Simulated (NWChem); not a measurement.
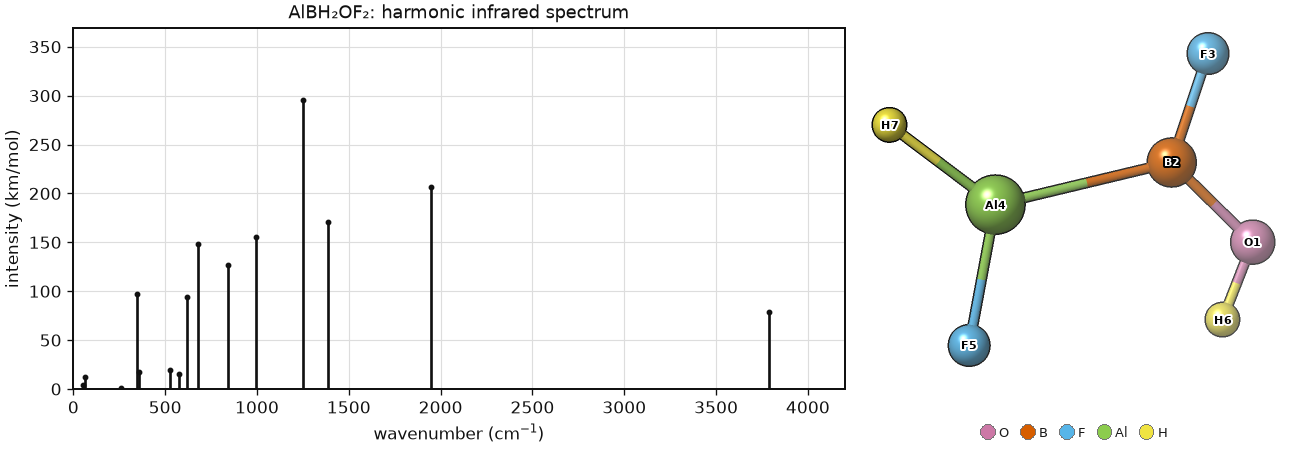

Infrared spectrum of AlBH₂OF₂, SMILES O[B](F)[AlH][F], singlet. Unscaled harmonic wavenumbers and double-harmonic intensities, B3LYP/6-31G(d) in NWChem, at a geometry relaxed at this level, isolated molecule.

Which lines are the most intense?

1250.5 cm⁻¹ (295.2 km/mol), 1949.9 cm⁻¹ (206.2 km/mol) and 1385.6 cm⁻¹ (170.8 km/mol).

Which is the highest mode?

3788.1 cm⁻¹ (79.2 km/mol).

List the modes.

| cm⁻¹ | km/mol |
| --- | --- |
| 52.8 | 4.0 |
| 63.2 | 12.1 |
| 260.6 | 0.6 |
| 345.7 | 97.5 |
| 360.2 | 17.7 |
| 525.4 | 19.9 |
| 573.2 | 15.0 |
| 618.9 | 94.5 |
| 678.4 | 148.3 |
| 841.2 | 126.3 |
| 992.9 | 155.8 |
| 1250.5 | 295.2 |
| 1385.6 | 170.8 |
| 1949.9 | 206.2 |
| 3788.1 | 79.2 |

Caveats: double-zeta basis; one conformer of a flexible molecule.
